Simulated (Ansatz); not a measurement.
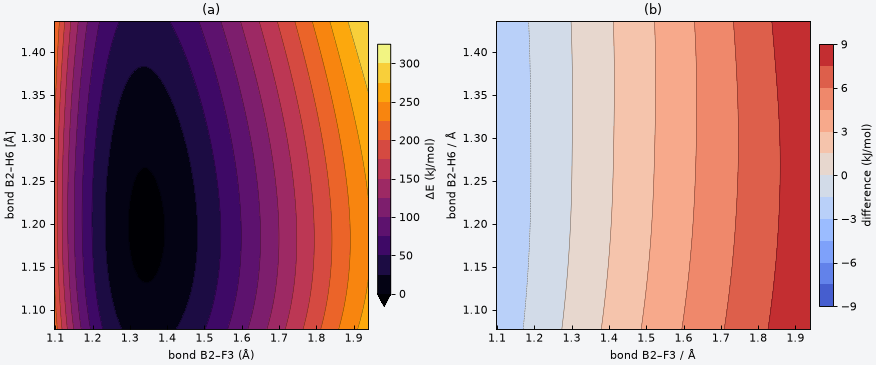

BFH3N, SMILES NBF. 
- Two internal coordinates are moved rigidly from the geometry relaxed at PBE0-D4/def2-TZVP, all others fixed.
- Coordinates scanned: (1) bond B2–F3; (2) bond B2–H6.
- The grid has 7 × 7 points.
- All energies are given in kJ/mol relative to each map's own lowest point.
- Theory: RKS r2SCAN-D4/def2-TZVPP in Ansatz 0.2.0.

Panel (a): Ansatz, RKS r2SCAN-D4/def2-TZVPP. Panel (b): the map at Ansatz, RKS PBE0-D4/def2-TZVPP less the map of (a), each from its own lowest point.

Q: How does the change of method alter the landscape?

A: The difference runs from −2.8 kJ/mol at bond B2–F3 = 1.097 Å, bond B2–H6 = 1.223 Å to 9 kJ/mol at bond B2–F3 = 1.939 Å, bond B2–H6 = 1.436 Å. The interpolated minimum moves from 1.3414 to 1.3378 Å in bond B2–F3 and 1.1947 to 1.1956 Å in bond B2–H6.
